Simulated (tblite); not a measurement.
**C6H9O (charge +1): geometry relaxation (part 2 of 2)**

The same run, continued: C6H9O, charge +1; GFN2-xTB geometry optimisation, gas phase (tblite 0.8.0). 

Geometry of the input (Å):
```
C  2.3978  2.3308  0.0730
C  1.7059  1.3567  -0.0864
C  0.9469  0.1663  -0.2277
C  1.5702  -1.1554  -0.3788
C  -0.5663  0.2478  -0.3084
O  -1.1388  -0.5994  0.6682
C  -2.5471  -0.5445  0.6487
H  2.9854  3.2216  0.2129
H  1.2351  -1.6826  -1.2662
H  2.6539  -1.0926  -0.4118
H  1.3218  -1.8006  0.4983
H  -0.8979  -0.0843  -1.3133
H  -0.9205  1.2822  -0.1449
H  -2.8929  0.4612  0.8652
H  -2.9315  -1.2050  1.4363
H  -2.9371  -0.8842  -0.2878
```

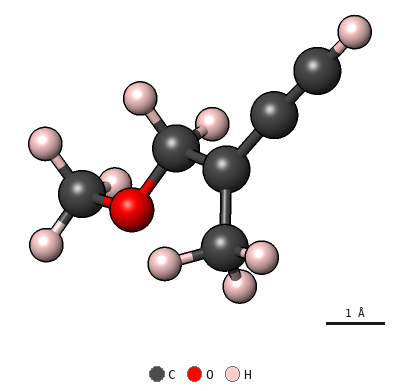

**Figure 1.** The geometry at step 77 of the log (ball-and-stick view, seen at a tilt).

## Trajectory as extended XYZ, continued
```
16
Properties=species:S:1:pos:R:3:forces:R:3 step=44 energy=-569.84842
C     2.4488    2.3274   -0.2378    0.0210   0.0630  -0.0180
C     1.7478    1.3401   -0.2187   -0.0300  -0.0470  -0.0400
C     0.9483    0.2124   -0.1730    0.0340   0.0060   0.0060
C     1.4941   -1.1287   -0.1587   -0.0150   0.0670  -0.0040
C    -0.5143    0.3735   -0.1627    0.0510  -0.0330  -0.0220
O    -1.1592   -0.8143    0.1224    0.0150   0.0100   0.1130
C    -2.5291   -0.7271    0.4851   -0.0010   0.0120   0.0200
H     3.0515    3.1957   -0.2572   -0.0060  -0.0740   0.0130
H     1.0640   -1.6776   -1.0079    0.0540  -0.0490   0.0770
H     2.5815   -1.1786   -0.1704   -0.1070   0.0490   0.0040
H     1.0703   -1.6646    0.7045    0.0140   0.0310  -0.0670
H    -0.7466    0.7148   -1.1992   -0.0450   0.0540   0.0240
H    -0.8341    1.2152    0.4804    0.0470  -0.0810  -0.0150
H    -2.7636    0.2359    0.9436   -0.0150  -0.0200  -0.0030
H    -2.7075   -1.5191    1.2137   -0.0120  -0.0050  -0.0840
H    -3.1671   -0.8872   -0.3868   -0.0050   0.0160  -0.0040
16
Properties=species:S:1:pos:R:3:forces:R:3 step=48 energy=-569.85863
C     2.4727    2.3198   -0.2634   -0.1040  -0.0510  -0.0360
C     1.7537    1.3446   -0.2365    0.0410   0.0830  -0.0150
C     0.9484    0.2232   -0.1725   -0.0150  -0.0280  -0.0670
C     1.4892   -1.1138   -0.1525    0.0240  -0.0750   0.0190
C    -0.5120    0.3804   -0.1444   -0.0360   0.0150   0.0150
O    -1.1536   -0.8049    0.1699    0.0180   0.0270  -0.0370
C    -2.5412   -0.7387    0.4738    0.0490  -0.0050   0.0200
H     3.0750    3.1858   -0.2987    0.0440  -0.0320   0.0180
H     1.0669   -1.6801   -0.9908   -0.0030  -0.0290  -0.0270
H     2.5709   -1.1667   -0.1576    0.0960   0.0430  -0.0120
H     1.0638   -1.6480    0.7059   -0.0410  -0.0080   0.0740
H    -0.7661    0.7365   -1.1708   -0.0780  -0.0240   0.0450
H    -0.7957    1.2246    0.5078   -0.0810  -0.0160   0.0570
H    -2.7933    0.1983    0.9749   -0.0490  -0.0100  -0.0650
H    -2.7380   -1.5662    1.1550    0.0130  -0.0150  -0.0290
H    -3.1559   -0.8768   -0.4227    0.1190   0.1260   0.0400
16
Properties=species:S:1:pos:R:3:forces:R:3 step=51 energy=-569.87253
C     2.5005    2.3118   -0.3291   -0.0050   0.0240  -0.0450
C     1.7646    1.3529   -0.2565   -0.0510  -0.0490  -0.0450
C     0.9499    0.2381   -0.1646   -0.1160   0.0750   0.0090
C     1.4828   -1.0999   -0.1269   -0.0350   0.0350   0.0050
C    -0.5104    0.4011   -0.0971   -0.0760   0.0830   0.0260
O    -1.1417   -0.7915    0.2155    0.0750  -0.0260  -0.0160
C    -2.5420   -0.7678    0.4535    0.0110   0.0190  -0.0830
H     3.1322    3.1545   -0.4084   -0.0020  -0.0350   0.0350
H     1.0508   -1.6729   -0.9537    0.0310  -0.0580  -0.1180
H     2.5643   -1.1447   -0.1324    0.0880  -0.0650   0.0080
H     1.0323   -1.6187    0.7271    0.0490  -0.0340   0.1490
H    -0.8065    0.7928   -1.0981   -0.0640  -0.0610   0.0460
H    -0.7674    1.2299    0.5898   -0.0570  -0.0580   0.0420
H    -2.8508    0.1157    1.0111    0.0400   0.0420   0.0820
H    -2.7682   -1.6658    1.0264    0.0770   0.0360   0.0420
H    -3.1056   -0.8177   -0.4795    0.0360   0.0710  -0.1360
16
Properties=species:S:1:pos:R:3:forces:R:3 step=55 energy=-569.88834
C     2.5115    2.3060   -0.3814   -0.0560  -0.1090  -0.0130
C     1.7623    1.3572   -0.2859    0.0200   0.0660  -0.0590
C     0.9371    0.2524   -0.1691    0.0250  -0.0260   0.0140
C     1.4725   -1.0890   -0.1088    0.0180  -0.0100   0.0140
C    -0.5201    0.4176   -0.0659    0.0020  -0.0770   0.0190
O    -1.1290   -0.7877    0.2424   -0.0750   0.0020   0.0190
C    -2.5381   -0.7814    0.4285   -0.0310   0.0140  -0.0040
H     3.1727    3.1260   -0.4699   -0.0510  -0.0390   0.0200
H     1.0583   -1.6859   -0.9351    0.0270   0.0640   0.0480
H     2.5591   -1.1326   -0.1096   -0.0650  -0.0220   0.0110
H     1.0241   -1.5927    0.7624    0.0910   0.0370  -0.0360
H    -0.8665    0.8283   -1.0392   -0.0310  -0.0030   0.0350
H    -0.7491    1.2156    0.6641   -0.0640   0.0210   0.0240
H    -2.8763    0.0603    1.0420    0.1140  -0.0690  -0.0220
H    -2.7742   -1.7196    0.9358    0.0470   0.1300  -0.0750
H    -3.0595   -0.7568   -0.5330    0.0300   0.0210   0.0040
16
Properties=species:S:1:pos:R:3:forces:R:3 step=58 energy=-569.89440
C     2.5085    2.2979   -0.4096    0.0310  -0.0370  -0.0040
C     1.7540    1.3551   -0.3128   -0.0220   0.0250  -0.0190
C     0.9290    0.2544   -0.1752    0.0070   0.0120   0.0130
C     1.4717   -1.0829   -0.0998    0.0090   0.0060   0.0260
C    -0.5256    0.4189   -0.0496   -0.0100  -0.0050   0.0030
O    -1.1266   -0.7903    0.2491    0.0160  -0.0090   0.0100
C    -2.5345   -0.7817    0.4117   -0.0220  -0.0110   0.0050
H     3.1849    3.1053   -0.4886   -0.0470   0.0020  -0.0090
H     1.0669   -1.6937   -0.9172   -0.0240   0.0340  -0.0060
H     2.5560   -1.1267   -0.0951    0.0220   0.0210  -0.0150
H     1.0293   -1.5740    0.7771    0.0250  -0.0250   0.0340
H    -0.9045    0.8494   -1.0026    0.0300  -0.0070   0.0400
H    -0.7496    1.2029    0.7034    0.0140  -0.0330  -0.0370
H    -2.8707    0.0358    1.0556    0.0480  -0.0030  -0.0430
H    -2.7686   -1.7312    0.8909   -0.0650   0.0210  -0.0780
H    -3.0354   -0.7214   -0.5600   -0.0130   0.0090   0.0800
16
Properties=species:S:1:pos:R:3:forces:R:3 step=62 energy=-569.89911
C     2.5338    2.2763   -0.4630   -0.0380  -0.0270  -0.0090
C     1.7480    1.3634   -0.3319    0.0190   0.0380   0.0220
C     0.9227    0.2698   -0.1515    0.0120  -0.0020  -0.0060
C     1.4655   -1.0669   -0.0723    0.0150  -0.0080   0.0020
C    -0.5297    0.4255   -0.0049    0.0150  -0.0020  -0.0060
O    -1.1188   -0.7927    0.2828   -0.0120  -0.0060  -0.0160
C    -2.5323   -0.8001    0.3883    0.0090   0.0250  -0.0310
H     3.2107    3.0784   -0.5772   -0.0200   0.0050  -0.0090
H     1.0488   -1.6653   -0.8942   -0.0110  -0.0040   0.0260
H     2.5495   -1.1137   -0.0821    0.0230   0.0190  -0.0080
H     1.0299   -1.5596    0.8069    0.0390  -0.0280   0.0100
H    -0.9286    0.8777   -0.9366    0.0110  -0.0220  -0.0270
H    -0.7418    1.1993    0.7613    0.0040  -0.0400   0.0300
H    -2.8863   -0.0281    1.0752   -0.0210  -0.0260   0.0170
H    -2.7933   -1.7855    0.7692   -0.0060   0.0470   0.0070
H    -2.9932   -0.6608   -0.5928   -0.0390   0.0310  -0.0030
16
Properties=species:S:1:pos:R:3:forces:R:3 step=66 energy=-569.90192
C     2.5311    2.2785   -0.4623   -0.0130   0.0360  -0.0130
C     1.7456    1.3685   -0.3184    0.0040  -0.0590   0.0090
C     0.9271    0.2692   -0.1427   -0.0050  -0.0180   0.0170
C     1.4676   -1.0687   -0.0650    0.0230   0.0040   0.0000
C    -0.5264    0.4206   -0.0125   -0.0170  -0.0130  -0.0110
O    -1.1187   -0.8028    0.2425   -0.0310   0.0050  -0.0190
C    -2.5285   -0.7948    0.3787   -0.0510  -0.0190   0.0250
H     3.1965    3.0872   -0.5894    0.0060   0.0200  -0.0020
H     1.0350   -1.6612   -0.8837    0.0230  -0.0110   0.0220
H     2.5516   -1.1172   -0.0807    0.0130   0.0080  -0.0230
H     1.0410   -1.5695    0.8151    0.0290   0.0190  -0.0050
H    -0.9185    0.8893   -0.9397    0.0290  -0.0010   0.0040
H    -0.7506    1.1712    0.7731    0.0180  -0.0090  -0.0030
H    -2.8599   -0.0208    1.0743   -0.0150   0.0070   0.0030
H    -2.7881   -1.7731    0.7762   -0.0270  -0.0080  -0.0090
H    -3.0200   -0.6584   -0.5884    0.0150   0.0390   0.0050
16
Properties=species:S:1:pos:R:3:forces:R:3 step=69 energy=-569.90490
C     2.5300    2.2714   -0.4948   -0.0240   0.0320   0.0150
C     1.7414    1.3676   -0.3305   -0.0260  -0.0450   0.0050
C     0.9245    0.2694   -0.1375    0.0170   0.0130   0.0320
C     1.4787   -1.0607   -0.0487   -0.0140  -0.0020  -0.0100
C    -0.5293    0.4151    0.0015    0.0530  -0.0140   0.0380
O    -1.1205   -0.8113    0.2379   -0.1200  -0.0560   0.0130
C    -2.5337   -0.7958    0.3627   -0.0380   0.0030   0.0030
H     3.1971    3.0771   -0.6280    0.0160   0.0310  -0.0190
H     1.0318   -1.6628   -0.8508    0.0440  -0.0450  -0.0510
H     2.5629   -1.0975   -0.0779   -0.0040  -0.0180  -0.0260
H     1.0652   -1.5622    0.8353    0.0320   0.0210   0.0630
H    -0.9344    0.9053   -0.9053    0.0150   0.0410  -0.0310
H    -0.7371    1.1420    0.8146    0.0080   0.0130  -0.0280
H    -2.8628   -0.0497    1.0900   -0.0010  -0.0040   0.0020
H    -2.8171   -1.7868    0.7107    0.0290   0.0090  -0.0200
H    -3.0119   -0.6032   -0.6019    0.0130   0.0220   0.0140
16
Properties=species:S:1:pos:R:3:forces:R:3 step=73 energy=-569.90935
C     2.5121    2.2741   -0.5084   -0.0060   0.0220   0.0530
C     1.7367    1.3597   -0.3357   -0.0310   0.0210   0.0130
C     0.9259    0.2585   -0.1298   -0.0080  -0.0330  -0.0230
C     1.4975   -1.0646   -0.0415    0.0110  -0.0350  -0.0180
C    -0.5287    0.3977    0.0054   -0.0100  -0.0030  -0.0050
O    -1.1407   -0.8226    0.2347    0.0810   0.0270  -0.0090
C    -2.5532   -0.7835    0.3568    0.0330   0.0180   0.0080
H     3.1797    3.0833   -0.6334   -0.0380  -0.0230  -0.0360
H     1.0505   -1.6755   -0.8375    0.0050  -0.0510   0.0110
H     2.5813   -1.0843   -0.0973    0.0060  -0.0160   0.0070
H     1.1193   -1.5621    0.8612    0.0100   0.0100  -0.0080
H    -0.9256    0.9006   -0.9020    0.0240   0.0040   0.0480
H    -0.7294    1.1190    0.8239   -0.0240   0.0490  -0.0170
H    -2.8694   -0.0544    1.1053   -0.0120   0.0300   0.0270
H    -2.8513   -1.7780    0.6782   -0.0040  -0.0200  -0.0390
H    -3.0200   -0.5497   -0.6026   -0.0370   0.0000  -0.0110
16
Properties=species:S:1:pos:R:3:forces:R:3 step=77 energy=-569.91243
C     2.4945    2.2789   -0.5010   -0.0190  -0.0220   0.0090
C     1.7269    1.3572   -0.3316    0.0260   0.0050   0.0100
C     0.9282    0.2458   -0.1301    0.0000   0.0120   0.0060
C     1.5125   -1.0732   -0.0437   -0.0120   0.0080   0.0030
C    -0.5249    0.3870    0.0073   -0.0010   0.0450   0.0050
O    -1.1466   -0.8275    0.2249   -0.0330   0.0220   0.0240
C    -2.5599   -0.7718    0.3544   -0.0110  -0.0200  -0.0130
H     3.1592    3.0867   -0.6447   -0.0350   0.0060  -0.0070
H     1.0620   -1.7008   -0.8245    0.0090  -0.0260   0.0200
H     2.5966   -1.0814   -0.1075   -0.0130  -0.0160  -0.0140
H     1.1538   -1.5588    0.8731   -0.0040  -0.0120  -0.0090
H    -0.9152    0.9037   -0.8931   -0.0010   0.0000  -0.0420
H    -0.7296    1.1135    0.8220    0.0090  -0.0040   0.0120
H    -2.8685   -0.0504    1.1169    0.0390  -0.0400  -0.0210
H    -2.8695   -1.7711    0.6534    0.0150   0.0250  -0.0050
H    -3.0346   -0.5198   -0.5987    0.0300   0.0180   0.0210
16
Properties=species:S:1:pos:R:3:forces:R:3 step=80 energy=-569.91353
C     2.4883    2.2773   -0.5092   -0.0210  -0.0230  -0.0090
C     1.7228    1.3553   -0.3325    0.0410   0.0210   0.0130
C     0.9261    0.2442   -0.1246    0.0160  -0.0070  -0.0030
C     1.5153   -1.0727   -0.0375   -0.0020  -0.0120   0.0090
C    -0.5266    0.3881    0.0149    0.0170  -0.0170  -0.0070
O    -1.1489   -0.8284    0.2220    0.0070   0.0060   0.0000
C    -2.5615   -0.7717    0.3457    0.0080   0.0270  -0.0130
H     3.1496    3.0847   -0.6683   -0.0280   0.0120   0.0050
H     1.0648   -1.7128   -0.8075   -0.0190  -0.0040   0.0000
H     2.5988   -1.0780   -0.1105   -0.0050  -0.0010  -0.0090
H     1.1695   -1.5566    0.8849   -0.0170  -0.0020   0.0070
H    -0.9158    0.9135   -0.8815   -0.0050   0.0000  -0.0120
H    -0.7255    1.1036    0.8404   -0.0020   0.0120   0.0000
H    -2.8627   -0.0655    1.1232   -0.0160  -0.0250   0.0280
H    -2.8795   -1.7749    0.6180    0.0150   0.0060   0.0030
H    -3.0301   -0.4883   -0.6005    0.0110   0.0040  -0.0120
16
Properties=species:S:1:pos:R:3:forces:R:3 step=84 energy=-569.91463
C     2.4845    2.2788   -0.5088    0.0040   0.0160  -0.0180
C     1.7297    1.3522   -0.3159   -0.0140  -0.0160  -0.0090
C     0.9307    0.2421   -0.1124    0.0040  -0.0010   0.0000
C     1.5147   -1.0775   -0.0353   -0.0120  -0.0080  -0.0070
C    -0.5226    0.3919    0.0196    0.0060   0.0060  -0.0010
O    -1.1476   -0.8229    0.2259    0.0010  -0.0170   0.0010
C    -2.5608   -0.7692    0.3429    0.0010  -0.0060   0.0180
H     3.1343    3.0906   -0.6865    0.0020   0.0290   0.0160
H     1.0560   -1.7135   -0.8040   -0.0250   0.0000   0.0040
H     2.5975   -1.0862   -0.1200   -0.0090  -0.0060   0.0180
H     1.1717   -1.5627    0.8876    0.0020  -0.0030   0.0070
H    -0.8997    0.9113   -0.8870   -0.0020  -0.0080   0.0110
H    -0.7332    1.1139    0.8374    0.0200  -0.0070  -0.0230
H    -2.8691   -0.0781    1.1313   -0.0010   0.0030   0.0020
H    -2.8763   -1.7768    0.6051    0.0150   0.0160  -0.0280
H    -3.0250   -0.4760   -0.6027    0.0080   0.0020   0.0100
16
Properties=species:S:1:pos:R:3:forces:R:3 step=88 energy=-569.91564
C     2.4787    2.2770   -0.5280   -0.0100   0.0130   0.0070
C     1.7289    1.3489   -0.3214   -0.0060   0.0020  -0.0210
C     0.9311    0.2394   -0.1087    0.0070  -0.0020  -0.0110
C     1.5149   -1.0798   -0.0271    0.0070   0.0020   0.0090
C    -0.5207    0.3896    0.0295    0.0040  -0.0040  -0.0080
O    -1.1458   -0.8259    0.2341    0.0070   0.0270   0.0020
C    -2.5594   -0.7660    0.3350    0.0040   0.0000  -0.0130
H     3.1219    3.0942   -0.7082   -0.0030   0.0060   0.0080
H     1.0483   -1.7241   -0.7845   -0.0140   0.0140   0.0040
H     2.5966   -1.0817   -0.1203    0.0040  -0.0400   0.0050
H     1.1852   -1.5595    0.9038   -0.0020   0.0100   0.0010
H    -0.9076    0.9161   -0.8684    0.0090  -0.0130   0.0020
H    -0.7216    1.1077    0.8525    0.0050  -0.0040   0.0030
H    -2.8740   -0.1039    1.1456    0.0000  -0.0010  -0.0020
H    -2.8851   -1.7799    0.5490   -0.0020  -0.0300   0.0090
H    -3.0065   -0.4342   -0.6056   -0.0110   0.0200   0.0050
16
Properties=species:S:1:pos:R:3:forces:R:3 step=91 energy=-569.91654
C     2.4655    2.2807   -0.5421    0.0210   0.0580   0.0130
C     1.7288    1.3444   -0.3273   -0.0170  -0.0310  -0.0120
C     0.9363    0.2328   -0.1048    0.0030   0.0150   0.0010
C     1.5185   -1.0868   -0.0178   -0.0010   0.0130  -0.0060
C    -0.5153    0.3880    0.0348   -0.0050  -0.0100  -0.0150
O    -1.1455   -0.8254    0.2336    0.0160   0.0060  -0.0020
C    -2.5591   -0.7615    0.3270    0.0070   0.0060   0.0240
H     3.0969    3.1077   -0.7224   -0.0080  -0.0170   0.0000
H     1.0364   -1.7334   -0.7636   -0.0050   0.0050   0.0100
H     2.5989   -1.0954   -0.1233    0.0080  -0.0230  -0.0100
H     1.2041   -1.5590    0.9216   -0.0250   0.0100   0.0100
H    -0.9014    0.9188   -0.8612    0.0150  -0.0080   0.0130
H    -0.7143    1.1030    0.8619    0.0170  -0.0120  -0.0140
H    -2.8746   -0.1261    1.1581   -0.0010  -0.0030   0.0220
H    -2.8911   -1.7808    0.5032   -0.0060  -0.0130   0.0010
H    -2.9992   -0.3891   -0.6004   -0.0190   0.0030  -0.0370
16
Properties=species:S:1:pos:R:3:forces:R:3 step=95 energy=-569.91747
C     2.4615    2.2912   -0.5375   -0.0020   0.0030   0.0080
C     1.7348    1.3443   -0.3337    0.0080  -0.0040  -0.0050
C     0.9419    0.2330   -0.1122    0.0030  -0.0020   0.0010
C     1.5124   -1.0908   -0.0185   -0.0020  -0.0040   0.0120
C    -0.5100    0.3920    0.0276   -0.0010   0.0020   0.0000
O    -1.1412   -0.8196    0.2324    0.0020  -0.0050  -0.0060
C    -2.5553   -0.7628    0.3300   -0.0020  -0.0020  -0.0020
H     3.0905    3.1205   -0.7132   -0.0020  -0.0030   0.0000
H     1.0226   -1.7361   -0.7607    0.0070   0.0070   0.0000
H     2.5934   -1.1177   -0.1173   -0.0060   0.0020  -0.0190
H     1.1850   -1.5543    0.9213   -0.0130   0.0110   0.0090
H    -0.8949    0.9213   -0.8685   -0.0040   0.0000  -0.0020
H    -0.7009    1.1094    0.8540   -0.0050  -0.0050  -0.0070
H    -2.8744   -0.1304    1.1623    0.0150   0.0000   0.0060
H    -2.8769   -1.7857    0.5089   -0.0130   0.0040  -0.0030
H    -3.0036   -0.3964   -0.5976    0.0140  -0.0050   0.0070
16
Properties=species:S:1:pos:R:3:forces:R:3 step=99 energy=-569.91771
C     2.4567    2.2940   -0.5384    0.0000  -0.0050  -0.0010
C     1.7352    1.3427   -0.3363   -0.0010  -0.0020   0.0030
C     0.9432    0.2314   -0.1124   -0.0030  -0.0010  -0.0040
C     1.5131   -1.0922   -0.0141   -0.0010   0.0020  -0.0080
C    -0.5089    0.3896    0.0261    0.0020  -0.0050  -0.0030
O    -1.1408   -0.8228    0.2246    0.0070  -0.0060   0.0020
C    -2.5542   -0.7612    0.3276    0.0060  -0.0020   0.0000
H     3.0836    3.1240   -0.7168    0.0030   0.0040   0.0030
H     1.0209   -1.7396   -0.7525   -0.0070  -0.0020  -0.0010
H     2.5932   -1.1206   -0.1206    0.0000   0.0020   0.0060
H     1.1873   -1.5504    0.9292    0.0010   0.0080  -0.0010
H    -0.8966    0.9247   -0.8651    0.0060   0.0010  -0.0060
H    -0.6985    1.1012    0.8573   -0.0070   0.0050   0.0040
H    -2.8659   -0.1344    1.1669    0.0030  -0.0030   0.0030
H    -2.8813   -1.7837    0.4972   -0.0090  -0.0040   0.0050
H    -3.0023   -0.3847   -0.5955   -0.0010   0.0070  -0.0020
16
Properties=species:S:1:pos:R:3:forces:R:3 step=102 energy=-569.91778
C     2.4543    2.2953   -0.5372    0.0070   0.0020  -0.0010
C     1.7361    1.3414   -0.3364   -0.0020   0.0050   0.0030
C     0.9442    0.2300   -0.1133   -0.0010   0.0020   0.0000
C     1.5134   -1.0936   -0.0149   -0.0040   0.0000  -0.0010
C    -0.5078    0.3889    0.0246   -0.0010   0.0040   0.0050
O    -1.1398   -0.8232    0.2238   -0.0070  -0.0090   0.0020
C    -2.5532   -0.7605    0.3282    0.0000  -0.0010   0.0010
H     3.0794    3.1271   -0.7136    0.0030   0.0010   0.0020
H     1.0187   -1.7413   -0.7512   -0.0040  -0.0060  -0.0010
H     2.5934   -1.1234   -0.1219   -0.0020   0.0030   0.0020
H     1.1882   -1.5491    0.9299    0.0020   0.0030  -0.0010
H    -0.8930    0.9232   -0.8681   -0.0010  -0.0020  -0.0090
H    -0.6997    1.1022    0.8543    0.0000  -0.0040  -0.0040
H    -2.8638   -0.1353    1.1690    0.0060   0.0070   0.0070
H    -2.8832   -1.7820    0.4974    0.0020  -0.0110   0.0000
H    -3.0022   -0.3818   -0.5935    0.0010   0.0070  -0.0040
16
Properties=species:S:1:pos:R:3:forces:R:3 step=106 energy=-569.91786
C     2.4556    2.2961   -0.5321    0.0000  -0.0040   0.0010
C     1.7359    1.3426   -0.3344   -0.0020   0.0030  -0.0020
C     0.9436    0.2303   -0.1159   -0.0010   0.0010   0.0010
C     1.5124   -1.0936   -0.0183    0.0040   0.0030   0.0020
C    -0.5085    0.3873    0.0209    0.0000  -0.0040  -0.0040
O    -1.1396   -0.8253    0.2227    0.0020   0.0000  -0.0050
C    -2.5525   -0.7605    0.3309   -0.0010   0.0010   0.0030
H     3.0812    3.1284   -0.7052    0.0020  -0.0010   0.0030
H     1.0187   -1.7424   -0.7546    0.0010   0.0010   0.0080
H     2.5926   -1.1228   -0.1225    0.0020  -0.0010  -0.0060
H     1.1867   -1.5468    0.9275   -0.0030  -0.0060  -0.0020
H    -0.8929    0.9184   -0.8744   -0.0020  -0.0030  -0.0040
H    -0.7029    1.1017    0.8483   -0.0030   0.0090   0.0030
H    -2.8583   -0.1292    1.1690   -0.0010   0.0020   0.0030
H    -2.8840   -1.7805    0.5074    0.0050  -0.0020  -0.0050
H    -3.0029   -0.3857   -0.5921   -0.0020   0.0000   0.0030
```

## Summary

| quantity | value |
| --- | --- |
| outcome | converged |
| total energy | −569.9179 eV |
| hardware | 1 CPU thread, shared host |
| wall time | 0.92 s |
| peak memory | 0.19 GiB |
